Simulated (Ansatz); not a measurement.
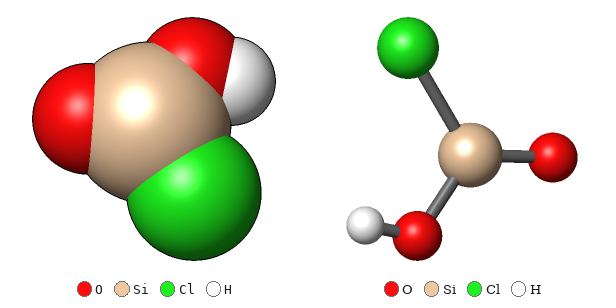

Two views of one molecule.

What does the picture show?

The molecule is ClHO₂Si. The point group is Cs. All atoms lie on one plane. Coordination: 1 Si trigonal planar; 1 O bent.

More results for the same structure follow; atom numbers are the same in all pictures, views and colours differ. Computed geometry: PBE0-D4/def2-TZVP optimisation. No frequency run is at hand to confirm it as a minimum.

### Dipole moment

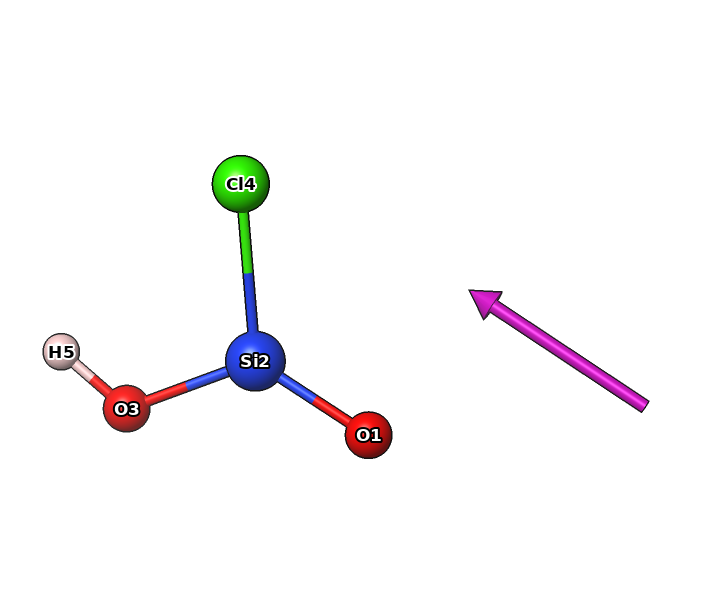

The arrow beside the molecule shows the direction of the dipole moment, from the negative to the positive end (its length means nothing). No frequency run is at hand to confirm it as a minimum. Properties computed with RKS PBE0-D4/def2-TZVP (Ansatz 0.2.0).

Question: How large is the dipole moment?

Answer: 4.66 D; it points from the side of O1 to the side of H5 (the outermost atoms at the two ends).

### Electronic properties

No frequency run is at hand to confirm it as a minimum. Level of theory: RKS PBE0-D4/def2-TZVPP (Ansatz 0.2.0).

Question: Give the HOMO energy (Kohn–Sham orbital) at this level.

Answer: −8.69 eV.

Question: What is the HOMO–LUMO gap?

Answer: 7.28 eV.

### Charges

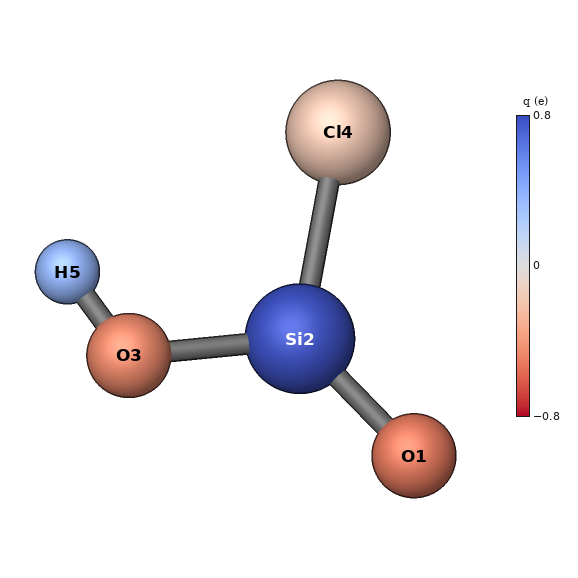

Atoms are coloured by their Mulliken charges. No frequency run is at hand to confirm it as a minimum. Properties computed with RKS PBE0-D4/def2-TZVP (Ansatz 0.2.0).

Question: Which atom carries the highest charge (most positive or least negative)?

Answer: Si2 (0.77 e).

Question: And the lowest?

Answer: O1 (−0.50 e).

List the Mulliken charges.

```json
{"atom": "O1", "value (e)": "−0.50"}
{"atom": "Si2", "value (e)": "0.77"}
{"atom": "O3", "value (e)": "−0.45"}
{"atom": "Cl4", "value (e)": "−0.16"}
{"atom": "H5", "value (e)": "0.34"}
```

Mulliken values depend strongly on the basis set and can even reverse the polarity of a bond.
